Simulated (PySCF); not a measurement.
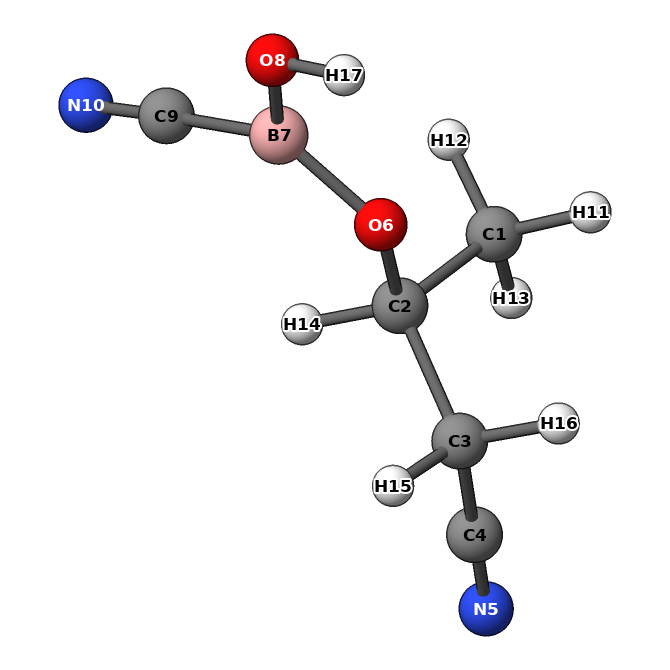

The questions are on isotropic NMR shieldings of the C atoms. Computed geometry: GFN2-xTB optimisation. No frequency run is at hand to confirm it as a minimum. Level of theory: GIAO PBE0/pcSseg-1 NMR shielding, non-relativistic, gas phase (PySCF 2.14.0).

Question: Which C atom is the most shielded (lowest chemical shift)?

Answer: C1 (161.5 ppm).

Question: Which C atom is the least shielded (highest chemical shift)?

Answer: C9 (63.9 ppm).

Question: How wide is the range of C shifts?

Answer: 97.6 ppm.

Give the isotropic NMR shieldings of the C atoms atom by atom.

```
atom  σ (ppm)
  C1    161.5
  C2    112.2
  C3    160.2
  C4     65.9
  C9     63.9
```

The geometry is semi-empirical. Around B such bond lengths and angles can be off by a tenth of an ångström or more and by several degrees, and values that hang on the shape move with them.
